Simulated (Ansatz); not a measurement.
**Relative energies of C3H8O2 isomers**

3 of its isomers, all singlets with charge 0: A = 1,2-propanediol `CC(O)CO`; B = 1,3-propanediol `OCCCO`; C = dimethoxymethane `COCOC`.

Shapes, held fixed at every level: PBE0-D4/def2-TZVP. Flexible molecules stand in one conformer, not always the lowest. Programs: Ansatz 0.2.0.

Enthalpies at 298 K in kJ/mol, with harmonic thermal terms from PBE0-D4/def2-TZVP. Measured gas-phase heats of formation: A CRC Handbook of Chemistry and Physics; B CRC Handbook of Chemistry and Physics; C CRC Handbook of Chemistry and Physics.

```
               level                   kind  B − A  C − A
         HF/def2-SVP           Hartree–Fock  +25.4  +51.8
r2SCAN-D4/def2-TZVPP               meta-GGA  +28.6  +71.1
      MP2/def2-TZVPP    perturbation theory  +28.5  +81.6
    CCSD(T)/def2-SVP  coupled cluster or CI  +28.8  +64.3
       CCSD/def2-SVP  coupled cluster or CI  +28.3  +64.8
     CCSD/def2-TZVPP  coupled cluster or CI  +26.4  +74.6
CCSD(T)/CBS estimate  coupled cluster or CI  +27.6  +80.4
            measured             experiment  +21.8  +81.3
```

Experiment puts A lowest of these. All levels agree on that. A flexible isomer may stand in a higher conformer, which biases the errors below by several kJ/mol. Mean absolute errors: CCSD(T)/CBS estimate 3.3; MP2/def2-TZVPP 3.5; CCSD/def2-TZVPP 5.7; r2SCAN-D4/def2-TZVPP 8.5; CCSD/def2-SVP 11.5; CCSD(T)/def2-SVP 12.0; HF/def2-SVP 16.5 kJ/mol. The CBS estimate extrapolates MP2 from def2-TZVPP and def2-QZVPP and adds CCSD(T) − MP2 in the triple-zeta set, cores frozen.

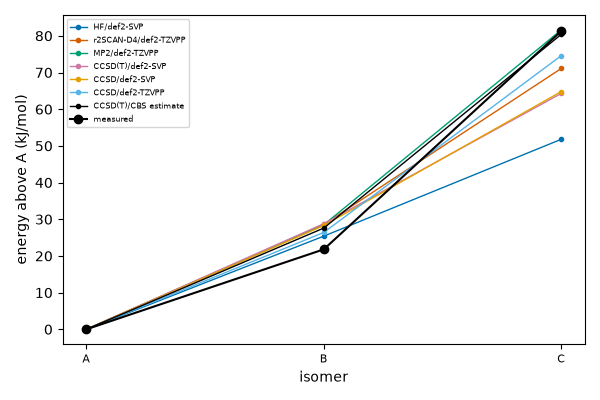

Relative energies of the isomers.
